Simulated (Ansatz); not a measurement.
**B2PLYP/6-31G(d) (spherical functions) run of CH4AlClO (SMILES C[O][AlH][Cl])**

Aim: the vertical ionisation energy of CH4AlClO at B2PLYP/6-31G* (spherical functions), from 2 runs. 

Program for the calculation: Ansatz 0.2.0.

128 further runs of the same task are left out: 128 set aside as unsound or not needed.

**1. Starting point**

CH4AlClO has 8 atoms, charge 0, and is taken as a singlet. As SMILES, `C[O][AlH][Cl]`. The coordinates come from a PBE0-D4/def2-TZVP relaxation. This is one conformer, not always the lowest.

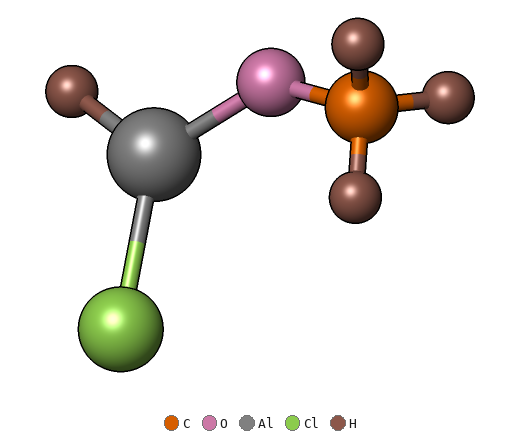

The structure, seen from a chosen angle (carbon orange, oxygen pink, aluminium grey, chlorine green, hydrogen brown).

**2. A single-point energy at B2PLYP/6-31G(d) (spherical functions)**

Contents of job.yaml:

```yaml
crystal:
  periodic: [false, false, false]
  atoms:
    - symbol: C
      position_ang: [0.132200, 1.250600, 0.263000]
    - symbol: O
      position_ang: [0.645300, 0.052000, -0.246000]
    - symbol: Al
      position_ang: [0.103400, -1.519700, -0.426600]
    - symbol: Cl
      position_ang: [-1.829000, -2.007800, 0.224400]
    - symbol: H
      position_ang: [0.118400, 2.012400, -0.522500]
    - symbol: H
      position_ang: [-0.886500, 1.136200, 0.650000]
    - symbol: H
      position_ang: [0.770200, 1.612600, 1.075000]
    - symbol: H
      position_ang: [1.038000, -2.593300, -1.072900]
basis:
  gaussian: {orbitals: 6-31G_st_-spherical.json}
hamiltonian: {xc: {name: B2PLYP}}
correlation: {frozen_orbitals: {Al: 5, C: 1, Cl: 5, H: 0, O: 1}}
accuracy: high
output: {orbitals: {seedname: orbitals}}
```

The basis set 6-31G* is read from a file made from the Basis Set Exchange's data (not shown).

The run is started by

```sh
$ ansatz run job.yaml --threads 1 --pin off --max-ram 3480MiB --events-out events.jsonl --progress --plain --runs-dir runs
```

The log of the run:

```text
Warning: RAYON_NUM_THREADS=1 ignored (pool sized by the plan → 1); use --threads N
Functional definition: B2PLYP
  name "B2PLYP"
  parameter a = 0.53
  parameter c = 0.27
  exchange = (1 - a)*b88_x + a*exact_x
  correlation = (1 - c)*lyp_c + c*(mp2_os + mp2_ss)
1587 factors; integrals over basis functions are off by at most 7.4e-9 eV
mean field evaluation 1: about -22252.1747 eV, gradient 4.1e1 eV
mean field evaluation 2: about -22252.2311 eV, gradient 4.1e1 eV
mean field evaluation 4: about -22255.5846 eV, gradient 4.4e0 eV
mean field evaluation 8: about -22255.6338 eV, gradient 5.7e-2 eV
mean field evaluation 16: about -22255.6338 eV, gradient 4.5e-6 eV
mean field -22255.63376443 eV, -817.8794554324 hartree, gradient 1.6e-8 eV, S^2 0.000000; 0 other end points of the search recorded, 0 dependent functions left out
12 core orbitals not correlated: weight in the atoms' cores, before any rotation towards them, 1.000 or more for the frozen orbitals, at most 0.000 for the correlated occupied ones
reference -22255.63378958 eV, -817.8794563566 hartree; 12, 12 occupied and 48, 48 virtual orbitals, 1587 factors
second order -16.04871067 eV of doubles, -0.00000000 eV of singles
Total energy: -22259.96694146 eV, -818.0386967511 hartree
```

Run time: 6.3 s. Hardware: 1 thread of Intel Xeon Platinum 8488C (Sapphire Rapids), shared host; peak memory 0.24 GiB.

**3. The doublet cation**

Contents of molecule.yaml:

```yaml
crystal:
  periodic: [false, false, false]
  atoms:
    - symbol: C
      position_ang: [0.132200, 1.250600, 0.263000]
    - symbol: O
      position_ang: [0.645300, 0.052000, -0.246000]
    - symbol: Al
      position_ang: [0.103400, -1.519700, -0.426600]
    - symbol: Cl
      position_ang: [-1.829000, -2.007800, 0.224400]
    - symbol: H
      position_ang: [0.118400, 2.012400, -0.522500]
    - symbol: H
      position_ang: [-0.886500, 1.136200, 0.650000]
    - symbol: H
      position_ang: [0.770200, 1.612600, 1.075000]
    - symbol: H
      position_ang: [1.038000, -2.593300, -1.072900]
basis:
  gaussian:
    orbitals: 6-31G_st_-spherical.json
total_charge: 1
magnetization:
  spin_polarized: true
  initial_magnetization: 1
hamiltonian:
  xc: {name: B2PLYP}
correlation:
  frozen_orbitals: {Al: 5, C: 1, Cl: 5, H: 0, O: 1}
accuracy: high
output: {orbitals: {seedname: orbitals}}
```

The basis set 6-31G* is read from a file made from the Basis Set Exchange's data (not shown).

The run is started by

```sh
$ ansatz run molecule.yaml --threads 1 --pin off --max-ram 3480MiB --events-out events.jsonl --progress --plain --runs-dir runs
```

The log of the run (excerpt; [...] marks lines left out):

```text
Warning: RAYON_NUM_THREADS=1 ignored (pool sized by the plan → 1); use --threads N
[... 2 set-up lines as earlier in the session ...]
[...]
1587 factors; integrals over basis functions are off by at most 7.4e-9 eV
[...]
mean field -22245.12010474 eV, -817.4930855652 hartree, gradient 3.0e-8 eV, S^2 0.757906; 6 other end points of the search recorded, 0 dependent functions left out
12 core orbitals not correlated: weight in the atoms' cores, before any rotation towards them, 1.000 or more for the frozen orbitals, at most 0.000 for the correlated occupied ones
reference -22245.12013042 eV, -817.4930865091 hartree; 12, 11 occupied and 48, 49 virtual orbitals, 1587 factors
second order -15.00729784 eV of doubles, -0.00000000 eV of singles
Total energy: -22249.17210084 eV, -817.6419936754 hartree
```

Run time: 27 s. Hardware: 1 thread of Intel Xeon Platinum 8488C (Sapphire Rapids), shared host; peak memory 0.46 GiB.

**4. Outcome**

At B2PLYP/6-31G* (spherical functions), 12 core orbitals frozen:

| quantity | value |
| --- | --- |
| singlet CH4AlClO: total energy | -818.03870 Eh |
| singlet CH4AlClO: HOMO energy (SCF part's orbitals) | -9.79 eV |
| singlet CH4AlClO: LUMO energy (SCF part's orbitals) | 0.35 eV |
| singlet CH4AlClO: HOMO–LUMO gap (SCF part's orbitals) | 10.14 eV |
| doublet cation: total energy | -817.64199 Eh |
| doublet cation: HOMO energy (SCF part's orbitals) (highest over α and β) | -15.07 eV |
| doublet cation: LUMO energy (SCF part's orbitals) (lowest over α and β) | -11.31 eV |
| doublet cation: ⟨S²⟩ | 0.758 |
| vertical ionisation energy (to the doublet cation) | 10.795 eV |

Removing an electron at fixed nuclei costs 10.79 eV (249 kcal/mol). The negative HOMO energy of the first species, 9.79 eV, lies 1.01 eV below that difference.
